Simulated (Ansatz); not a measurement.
**How far to go with the plane-wave cutoff: LuSi2Os2 (I4mm, 5 atoms in the cell)**

```xyz
5
Lattice="-2.0843 2.0843 4.7288 2.0843 -2.0843 4.7288 2.0843 2.0843 -4.7288" Properties=species:S:1:pos:R:3 pbc="T T T"
Lu     0.0000     0.0000     0.0500
Si     0.0000     0.0000     5.9408
Si     0.0000     0.0000     3.5168
Os     0.0000     2.0843     2.3644
Os     2.0843     0.0000     2.3644
```

Computed with PBEsol, default PAW files made with PBE (plane waves; Ansatz, a program for electronic structure).

Base settings: basis.ecutwfc = 30.9 Ry; kpoints.mp_grid.grid = 6 6 6; hamiltonian.xc = pbesol; hamiltonian.pseudopotentials = {kind: paw} (the program's default PAW files); scf.occupations.method = gaussian; scf.occupations.width = 0.0073 Ry.

The second cell is the first with its lattice scaled by 0.98.

The mesh stays at the base's, so the ladder's end is converged at best in this setting alone.

The first pressure column holds Ansatz's estimate of the finite-basis (Pulay) stress, which hides part of the cutoff error; the other is without it.

Only quantities that move along the ladder and can be compared are tabulated.

The count of work is k-points × plane waves × bands × iterations; it is no time. 

The starting cell comes from a database of computed structures (which also holds hypothetical and non-ambient phases and stackings), without a prior relaxation at this level. Its lattice was rescaled by up to half a per cent. One atom was moved a little off its site on purpose. Spin polarisation is off. In the base run, with a pressure of about -4 GPa the cell is away from its equilibrium volume at this level.

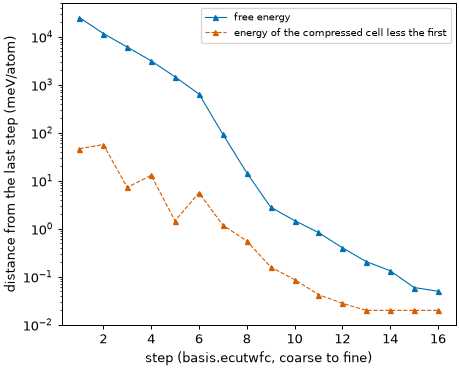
*Distance from the last step along the ladder; very small values are drawn at a floor.*

```tsv
basis.ecutwfc	free energy less the last step's (meV/atom)	energy of the compressed cell less the first (meV/atom)	pressure (GPa)	pressure without the Pulay estimate (GPa)	largest difference of a force vector from the last step's (eV/Å)	count of work / last
10.7 Ry	25252.31	-33.06	-14.47	-767.49	0.507	0.070
12.5 Ry	11748.80	70.74	-9.76	-412.42	0.221	0.080
14 Ry	6132.40	6.43	-1.44	-253.10	0.325	0.095
15.4 Ry	3166.97	26.72	-1.17	-157.80	0.267	0.11
16.9 Ry	1469.82	15.18	-4.69	-90.33	0.184	0.12
18.4 Ry	647.32	8.07	-4.61	-48.39	0.093	0.14
21.7 Ry	93.60	12.53	-4.06	-12.17	0.005	0.18
24.6 Ry	14.72	14.28	-3.87	-5.39	0.005	0.19
27.9 Ry	2.83	13.88	-3.94	-4.10	0.000	0.23
30.9 Ry	1.49	13.81	-3.95	-4.01	0.000	0.31
33.8 Ry	0.84	13.76	-3.96	-4.00	0.000	0.36
37.1 Ry	0.40	13.75	-3.96	-3.98	0.000	0.36
41.5 Ry	0.21	13.73	-3.97	-3.97	0.000	0.43
46.3 Ry	0.13	13.72	-3.97	-3.97	0.000	0.57
54 Ry	0.06	13.72	-3.97	-3.97	0.000	0.71
61.7 Ry	0.03	13.72	-3.97	-3.97	0.000	0.87
74.2 Ry	0.00	13.72	-3.97	-3.97	0.000	1.0
```

Coarsest basis.ecutwfc that holds the forces within 0.01 eV/Å of the last step, with all finer ones: 21.7 Ry, at 0.18 of the last step's count of work; the step before is off by 0.093 eV/Å.

Coarsest basis.ecutwfc that holds the pressure within 0.2 GPa of the last step, with all finer ones: 21.7 Ry, at 0.18 of the last step's count of work; the step before is off by 0.64 GPa.

Coarsest basis.ecutwfc that holds the energy of the compressed cell less the first within 0.2 meV/atom of the last step, with all finer ones: 27.9 Ry, at 0.23 of the last step's count of work; the step before is off by 0.56 meV/atom.

The energy difference between the two cells stays within 1 meV/atom of the last step's from 24.6 Ry on, the total only from 33.8 Ry on: much of the error is common to both cells and cancels.

At the lowest cutoff the pressure without the Pulay estimate lies 764 GPa under the last step's, the usual sign of Pulay stress in an incomplete plane-wave basis.

Keys are those of Ansatz 0.2.
